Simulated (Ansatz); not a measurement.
# AlCF (triplet): correlated methods under varied settings

What do other methods and options give for AlCF (triplet) at this geometry, and how long do they take?

Program: Ansatz 0.2.0, Gaussian basis. Level of theory: the settings change from run to run. These are calculated values, not measurements.

30 further runs of the same task are left out: 6 for a known fault of the program, 11 that didn't finish, 13 set aside as unsound or not needed. Runs told in other sessions of the task aren't counted.

## (1) The geometry

The geometry is a PBE0/def2-TZVP stationary point (not a proven minimum) of the parent state, kept for this charge and spin.

3 atoms, charge 0, spin multiplicity 3.

Atoms are counted from 1 here; the program's logs count them from 0.

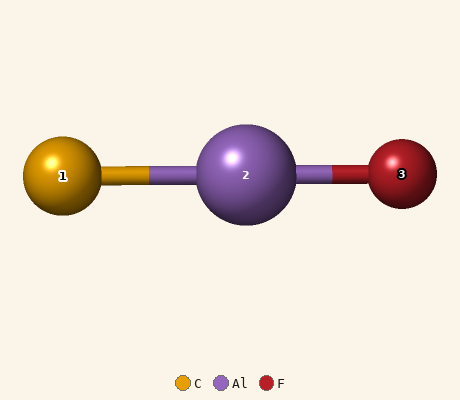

The structure; carbon amber, aluminium purple, fluorine red; atoms are numbered from 1 in the order of the file.

## (2) BCCD on ROHF/6-31G

Input file in.yaml:

```yaml
crystal:
  periodic: [false, false, false]
  atoms:
    - {symbol: C, position_ang: [0.000000, 0.000000, 1.838500]}
    - {symbol: Al, position_ang: [0.000000, 0.000000, -0.097400]}
    - {symbol: F, position_ang: [0.000000, 0.000000, -1.741100]}
basis:
  gaussian: {orbitals: 6-31G}
magnetization: {spin_polarized: false, initial_magnetization: 2}
correlation: {method: bccd, electrons: valence}
```

Started as:

```
$ ansatz run in.yaml --threads 1 --pin off --events-out ev --progress --plain --max-ram 2393MiB
```

Log, cut to the lines that bear on the results:

```text
Functional definition: HF
  name "HF"
  cite "Fock, Z. Phys. 61, 126 (1930) doi:10.1007/BF01340294"
  parent pbe
[...]
345 factors; integrals over basis functions are off by at most 1.4e-4 eV
[...]
mean field -10314.16985430 eV, -379.0387509500 hartree, gradient 9.2e-6 eV, S^2 2.000000; 2 other end points of the search recorded, 0 dependent functions left out
[...]
determinant -10314.16985430 eV, -379.0387509500 hartree, with singles and doubles -10320.38493960 eV, -379.2671511223 hartree
determinant -10312.37659557 eV, -378.9728499072 hartree, with singles and doubles -10318.96719292 eV, -379.2150498928 hartree
determinant -10311.88326532 eV, -378.9547203552 hartree, with singles and doubles -10317.94437963 eV, -379.1774621974 hartree
7 core orbitals not correlated: weight in the atoms' cores, before any rotation towards them, 1.000 or more for the frozen orbitals, at most 0.000 for the correlated occupied ones
reference -10314.16985430 eV, -379.0387509500 hartree; 8, 6 occupied and 16, 18 virtual orbitals, 345 factors
second order -5.67628765 eV of doubles, -0.03619345 eV of singles
cycle   1  -6.16101242 eV  change    5.4e-2 eV  update   2.4e-2
[...]
cycle  14  -6.16106346 eV  change    1.4e-5 eV  update   1.2e-5
WARN: the results are in doubt because among natural orbitals full CI differs from the method by -0.129 eV
Total energy: -10320.33091776 eV, -379.2651658560 hartree
In doubt: among natural orbitals full CI differs from the method by -0.129 eV
```

Wall time 1.1 s (1 thread of Arm Neoverse V2, shared host).

From the report: correlation -6.1611 eV; largest double amplitude 0.11. Mind the lines of doubt at the end of the log.

## (3) HF (UHF)/STO-3G

Input file in.yaml:

```yaml
crystal:
  periodic: [false, false, false]
  atoms:
    - {symbol: C, position_ang: [0.000000, 0.000000, 1.838500]}
    - {symbol: Al, position_ang: [0.000000, 0.000000, -0.097400]}
    - {symbol: F, position_ang: [0.000000, 0.000000, -1.741100]}
basis:
  gaussian: {orbitals: STO-3G}
magnetization: {spin_polarized: true, initial_magnetization: 2}
hamiltonian: {xc: hf}
output: {forces: true, orbitals: {seedname: orbitals}}
```

Launched as before.

Log, cut to the lines that bear on the results:

```text
Functional definition: HF
  name "HF"
  cite "Fock, Z. Phys. 61, 126 (1930) doi:10.1007/BF01340294"
  parent pbe
[...]
228 factors; integrals over basis functions are off by at most 2.5e-5 eV
[...]
mean field -10184.46857543 eV, -374.2723168661 hartree, gradient 1.9e-5 eV, S^2 2.067537; 0 other end points of the search recorded, 0 dependent functions left out
[...]
reference -10184.46857543 eV, -374.2723168661 hartree; 15, 13 occupied and 4, 6 virtual orbitals, 228 factors
Total energy: -10184.46857543 eV, -374.2723168661 hartree
Atom 0 at     0.000000     0.000000     1.838500 Å, force    -0.000000     0.000000     1.130730 eV/Å
Atom 1 at     0.000000     0.000000    -0.097400 Å, force     0.000000     0.000000    -2.387963 eV/Å
Atom 2 at     0.000000     0.000000    -1.741100 Å, force    -0.000000    -0.000000     1.257234 eV/Å
Dipole moment:     0.000000     0.000000    -0.529563 e Å
```

It took 0.15 s on 1 thread of Arm Neoverse V2, shared host.

From the report: ⟨S²⟩ of the determinant 2.068 (pure triplet: 2.00).

## (4) MRCISD+Q(2,4)/6-31G

Input file in.yaml:

```yaml
crystal:
  periodic: [false, false, false]
  atoms:
    - {symbol: C, position_ang: [0.000000, 0.000000, 1.838500]}
    - {symbol: Al, position_ang: [0.000000, 0.000000, -0.097400]}
    - {symbol: F, position_ang: [0.000000, 0.000000, -1.741100]}
basis:
  gaussian: {orbitals: 6-31G}
magnetization: {spin_polarized: false, initial_magnetization: 2}
correlation: {method: fic_mrcisd_q, electrons: outside_noble_gas, active_space: {window: {electrons: 2, orbitals: 4}}}
```

Same command.

Log, cut to the lines that bear on the results:

```text
Functional definition: HF
  name "HF"
  cite "Fock, Z. Phys. 61, 126 (1930) doi:10.1007/BF01340294"
  parent pbe
[...]
345 factors; integrals over basis functions are off by at most 1.4e-4 eV
[...]
mean field -10314.16985430 eV, -379.0387509500 hartree, gradient 9.2e-6 eV, S^2 2.000000; 0 other end points of the search recorded, 0 dependent functions left out
reference -10314.16985430 eV, -379.0387509500 hartree; 15, 13 occupied and 16, 18 virtual orbitals, 345 factors
state -10314.34945321 eV, -379.0453510883 hartree
contracted CI cycle   1: correlation 0.00000000 eV, 0.0000000000 hartree, residual 2.27e1 eV
contracted CI cycle   2: correlation -5.19257129 eV, -0.1908234752 hartree, residual 3.69e0 eV
contracted CI cycle   3: correlation -5.47246680 eV, -0.2011094457 hartree, residual 1.45e0 eV
contracted CI cycle   4: correlation -5.51240749 eV, -0.2025772388 hartree, residual 5.15e-1 eV
contracted CI cycle   5: correlation -5.51759865 eV, -0.2027680106 hartree, residual 1.84e-1 eV
contracted CI cycle   6: correlation -5.51818962 eV, -0.2027897281 hartree, residual 6.54e-2 eV
contracted CI cycle   7: correlation -5.51827553 eV, -0.2027928852 hartree, residual 2.69e-2 eV
contracted CI cycle   8: correlation -5.51828885 eV, -0.2027933748 hartree, residual 1.40e-2 eV
contracted CI cycle   9: correlation -5.51829249 eV, -0.2027935086 hartree, residual 6.13e-3 eV
contracted CI cycle  10: correlation -5.51829320 eV, -0.2027935347 hartree, residual 2.79e-3 eV
contracted CI cycle  11: correlation -5.51829335 eV, -0.2027935401 hartree, residual 1.06e-3 eV
state -10314.34945321 eV, -379.0453510883 hartree; corrected -10320.42520054 eV, -379.2686306846 hartree
Total energy: -10320.42520054 eV, -379.2686306846 hartree
```

Wall time 0.54 s (1 thread of Arm Neoverse V2, shared host).

From the report: 8 determinants; active occupations 0.99, 0.99, 0.01, 0.01.

## (5) NEVPT2(8,6)/STO-3G

Input file in.yaml:

```yaml
crystal:
  periodic: [false, false, false]
  atoms:
    - {symbol: C, position_ang: [0.000000, 0.000000, 1.838500]}
    - {symbol: Al, position_ang: [0.000000, 0.000000, -0.097400]}
    - {symbol: F, position_ang: [0.000000, 0.000000, -1.741100]}
basis:
  gaussian: {orbitals: STO-3G}
magnetization: {spin_polarized: false, initial_magnetization: 2}
correlation: {method: sc_nevpt2, electrons: outside_noble_gas, active_space: {window: {electrons: 8, orbitals: 6}}}
scf: {lower_state_search: off}
```

Launched as before.

Log, cut to the lines that bear on the results:

```text
Functional definition: HF
  name "HF"
  cite "Fock, Z. Phys. 61, 126 (1930) doi:10.1007/BF01340294"
  parent pbe
[...]
228 factors; integrals over basis functions are off by at most 2.5e-5 eV
[...]
mean field -10184.37249580 eV, -374.2687860049 hartree, gradient 2.2e-6 eV, S^2 2.000000; 0 other end points of the search recorded, 0 dependent functions left out
reference -10184.37249580 eV, -374.2687860049 hartree; 15, 13 occupied and 4, 6 virtual orbitals, 228 factors
state -10185.07087250 eV, -374.2944508754 hartree
state -10185.07087250 eV, -374.2944508754 hartree; corrected -10186.41384466 eV, -374.3438041919 hartree
Total energy: -10186.41384466 eV, -374.3438041919 hartree
Checks for a lower state left out: stability, starts, cluster_reference, orbital_swaps, neighbouring_geometries, increment
```

It took 0.21 s on 1 thread of Arm Neoverse V2, shared host.

From the report: 44 determinants; active occupations 2.00, 1.99, 1.93, 1.00, 1.00, 0.08.

## (6) CASSCF(4,3)/cc-pVDZ

Input file in.yaml:

```yaml
crystal:
  periodic: [false, false, false]
  atoms:
    - {symbol: C, position_ang: [0.000000, 0.000000, 1.838500]}
    - {symbol: Al, position_ang: [0.000000, 0.000000, -0.097400]}
    - {symbol: F, position_ang: [0.000000, 0.000000, -1.741100]}
basis:
  gaussian: {orbitals: cc-pVDZ}
magnetization: {spin_polarized: false, initial_magnetization: 2}
correlation: {active_space: {window: {electrons: 4, orbitals: 3}}}
```

Same command.

Log:

```text
Functional definition: HF
  name "HF"
  cite "Fock, Z. Phys. 61, 126 (1930) doi:10.1007/BF01340294"
  parent pbe
  exchange = exact_x
  correlation = 0
442 factors; integrals over basis functions are off by at most 6.9e-4 eV
mean field evaluation 1: about -10314.5668 eV, gradient 2.8e1 eV
mean field evaluation 2: about -10314.5704 eV, gradient 2.8e1 eV
mean field evaluation 4: about -10316.2379 eV, gradient 1.3e0 eV
mean field evaluation 8: about -10316.2511 eV, gradient 9.2e-4 eV
mean field evaluation 16: about -10313.9382 eV, gradient 6.6e-2 eV
mean field -10316.25111004 eV, -379.1152356879 hartree, gradient 1.2e-6 eV, S^2 2.000000; 2 other end points of the search recorded, 0 dependent functions left out
reference -10316.25111004 eV, -379.1152356879 hartree; 15, 13 occupied and 31, 33 virtual orbitals, 442 factors
state -10316.25111004 eV, -379.1152356879 hartree
Total energy: -10316.25111004 eV, -379.1152356879 hartree
```

Wall time 1.2 s (1 thread of Arm Neoverse V2, shared host).

From the report: 9 determinants; active occupations 2.00, 1.00, 1.00. With so small a space the active step adds no correlation: the energy is the mean field's.

## (7) HF (ROHF)/cc-pVDZ

in.yaml, as its differences from that of step 6:

```diff
@@ -9,2 +9,3 @@
 magnetization: {spin_polarized: false, initial_magnetization: 2}
-correlation: {active_space: {window: {electrons: 4, orbitals: 3}}}
+hamiltonian: {xc: hf}
+output: {forces: true, orbitals: {seedname: orbitals}}
```

Same command.

Log, cut to the lines that bear on the results:

```text
Functional definition: HF
  name "HF"
  cite "Fock, Z. Phys. 61, 126 (1930) doi:10.1007/BF01340294"
  parent pbe
[...]
442 factors; integrals over basis functions are off by at most 6.9e-4 eV
[...]
mean field -10316.25111004 eV, -379.1152356879 hartree, gradient 2.4e-5 eV, S^2 2.000000; 0 other end points of the search recorded, 0 dependent functions left out
[...]
reference -10316.25111004 eV, -379.1152356879 hartree; 15, 13 occupied and 31, 33 virtual orbitals, 442 factors
Total energy: -10316.25111004 eV, -379.1152356879 hartree
Atom 0 at     0.000000     0.000000     1.838500 Å, force    -0.000000     0.000000     0.515637 eV/Å
Atom 1 at     0.000000     0.000000    -0.097400 Å, force    -0.000000    -0.000000     0.348532 eV/Å
Atom 2 at     0.000000     0.000000    -1.741100 Å, force     0.000000    -0.000000    -0.864168 eV/Å
Dipole moment:    -0.000000     0.000000    -0.431826 e Å
```

Wall time 0.36 s (1 thread of Arm Neoverse V2, shared host).

## (8) CCSD(T) on ROHF/cc-pVDZ

in.yaml, as its differences from that of step 7:

```diff
@@ -9,3 +9,3 @@
 magnetization: {spin_polarized: false, initial_magnetization: 2}
-hamiltonian: {xc: hf}
-output: {forces: true, orbitals: {seedname: orbitals}}
+correlation: {method: ccsd_t, electrons: outside_noble_gas, diis_vectors: 1}
+accuracy: high
```

The command is unchanged.

Log, cut to the lines that bear on the results:

```text
Functional definition: HF
  name "HF"
  cite "Fock, Z. Phys. 61, 126 (1930) doi:10.1007/BF01340294"
  parent pbe
[...]
891 factors; integrals over basis functions are off by at most 3.4e-9 eV
[...]
mean field -10316.25127361 eV, -379.1152416990 hartree, gradient 2.6e-8 eV, S^2 2.000000; 4 other end points of the search recorded, 0 dependent functions left out
[...]
determinant -10316.25127361 eV, -379.1152416990 hartree, with singles and doubles -10325.85307141 eV, -379.4681012599 hartree
determinant -10314.51598171 eV, -379.0514708979 hartree, with singles and doubles -10324.21037027 eV, -379.4077331063 hartree
determinant -10313.93845856 eV, -379.0302473135 hartree, with singles and doubles -10323.26844029 eV, -379.3731178181 hartree
7 core orbitals not correlated: weight in the atoms' cores, before any rotation towards them, 1.000 or more for the frozen orbitals, at most 0.000 for the correlated occupied ones
reference -10316.25127361 eV, -379.1152416990 hartree; 8, 6 occupied and 31, 33 virtual orbitals, 891 factors
second order -8.91958279 eV of doubles, -0.06779631 eV of singles
cycle   1  -9.60278116 eV  change   -9.8e-4 eV  update   1.7e-3
[...]
cycle  54  -9.60342869 eV  change    1.2e-9 eV  update   1.7e-9
perturbative correction -0.29846841 eV, -0.0109685117 hartree
Total energy: -10326.15317071 eV, -379.4791297056 hartree
```

It took 5.5 s on 1 thread of Arm Neoverse V2, shared host.

From the report: correlation -9.9019 eV; T1 0.027; largest double amplitude 0.11.

## (9) BCCD(T) on UHF/cc-pVDZ

Input file in.yaml:

```yaml
crystal:
  periodic: [false, false, false]
  atoms:
    - {symbol: C, position_ang: [0.000000, 0.000000, 1.838500]}
    - {symbol: Al, position_ang: [0.000000, 0.000000, -0.097400]}
    - {symbol: F, position_ang: [0.000000, 0.000000, -1.741100]}
basis:
  gaussian: {orbitals: cc-pVDZ}
magnetization: {spin_polarized: true, initial_magnetization: 2}
correlation: {method: bccd_t, electrons: outside_noble_gas}
```

Launched as before.

Log, cut to the lines that bear on the results:

```text
Functional definition: HF
  name "HF"
  cite "Fock, Z. Phys. 61, 126 (1930) doi:10.1007/BF01340294"
  parent pbe
[...]
442 factors; integrals over basis functions are off by at most 6.9e-4 eV
[...]
mean field -10316.46079015 eV, -379.1229412897 hartree, gradient 2.5e-6 eV, S^2 2.355714; 12 other end points of the search recorded, 0 dependent functions left out
determinant -10316.46079015 eV, -379.1229412897 hartree, with singles and doubles -10325.84069835 eV, -379.4676465581 hartree
determinant -10315.00373075 eV, -379.0693953443 hartree, with singles and doubles -10324.18682756 eV, -379.4068679276 hartree
determinant -10314.09599515 eV, -379.0360366763 hartree, with singles and doubles -10323.27567490 eV, -379.3733836849 hartree
determinant -10313.98341941 eV, -379.0318995943 hartree, with singles and doubles -10322.80375133 eV, -379.3560408138 hartree
7 core orbitals not correlated: weight in the atoms' cores, before any rotation towards them, 1.000 or more for the frozen orbitals, at most 0.000 for the correlated occupied ones
reference -10316.46079015 eV, -379.1229412897 hartree; 8, 6 occupied and 31, 33 virtual orbitals, 442 factors
second order -8.51680793 eV of doubles, -0.00000000 eV of singles
cycle   1  -9.36335867 eV  change    1.7e-2 eV  update   4.2e-2
[...]
cycle  14  -9.35625251 eV  change   -2.5e-7 eV  update   6.5e-6
perturbative correction -0.33518087 eV, -0.0123176699 hartree
Total energy: -10326.15222353 eV, -379.4790948974 hartree
```

Run time: 6 s. Hardware: 1 thread of Arm Neoverse V2, shared host.

From the report: ⟨S²⟩ of the determinant 2.356 (pure triplet: 2.00); correlation -9.6914 eV; largest double amplitude 0.11.

## (10) MP2 on UHF/cc-pVDZ

in.yaml, as its differences from that of step 9:

```diff
@@ -9,2 +9,4 @@
 magnetization: {spin_polarized: true, initial_magnetization: 2}
-correlation: {method: bccd_t, electrons: outside_noble_gas}
+correlation: {method: mp2, electrons: valence}
+accuracy: high
+scf: {lower_state_search: light}
```

The command is unchanged.

Log, cut to the lines that bear on the results:

```text
Functional definition: HF
  name "HF"
  cite "Fock, Z. Phys. 61, 126 (1930) doi:10.1007/BF01340294"
  parent pbe
[...]
891 factors; integrals over basis functions are off by at most 3.4e-9 eV
[...]
mean field -10316.46095843 eV, -379.1229474738 hartree, gradient 1.2e-8 eV, S^2 2.355725; 9 other end points of the search recorded, 0 dependent functions left out
7 core orbitals not correlated: weight in the atoms' cores, before any rotation towards them, 1.000 or more for the frozen orbitals, at most 0.000 for the correlated occupied ones
reference -10316.46095843 eV, -379.1229474738 hartree; 8, 6 occupied and 31, 33 virtual orbitals, 891 factors
second order -8.51682368 eV of doubles, -0.00000000 eV of singles
Total energy: -10324.97778211 eV, -379.4359349712 hartree
```

Wall time 1.3 s (1 thread of Arm Neoverse V2, shared host).

From the report: ⟨S²⟩ of the determinant 2.356 (pure triplet: 2.00).

## (11) All runs side by side

Where basis and cores are those of an earlier RCCSDT(Q)/cc-pVDZ run (-10326.2359 eV), and the records show the same count of frozen orbitals and kind of state, the miss against it is given; a blank cell means that this couldn't be shown. † marks a result that the program doubts.

```csv
level,correlated,functions,energy (eV),from RCCSDT(Q) (meV),time
BCCD on ROHF/6-31G †,valence,31,-10320.3309,,1.1 s
HF (UHF)/STO-3G,,19,-10184.4686,,0.15 s
"MRCISD+Q(2,4)/6-31G",outside noble gas,31,-10320.4252,,0.54 s
"NEVPT2(8,6)/STO-3G",outside noble gas,19,-10186.4138,,0.21 s
"CASSCF(4,3)/cc-pVDZ",,46,-10316.2511,9984.8,1.2 s
HF (ROHF)/cc-pVDZ,,46,-10316.2511,9984.8,0.36 s
CCSD(T) on ROHF/cc-pVDZ,outside noble gas,46,-10326.1532,82.7,5.5 s
BCCD(T) on UHF/cc-pVDZ,outside noble gas,46,-10326.1522,83.7,6 s
MP2 on UHF/cc-pVDZ,valence,46,-10324.9778,1258.1,1.3 s
```

## (12) Summary of results

| quantity | value |
| --- | --- |
| runs | 9 |
| quickest | HF (UHF)/STO-3G, 0.15 s |
| slowest | BCCD(T) on UHF/cc-pVDZ, 6 s |

What this shows: Total energies in different bases, with other cores or another treatment of relativity can't be set against each other. BCCD(T) on UHF/cc-pVDZ took 40 times as long as HF (UHF)/STO-3G; the jobs differ in more than the method. Among the correlated runs with a miss given, it spans +83 to +1258 meV. Hartree-Fock, CASSCF and CASCI lack dynamic correlation by design.
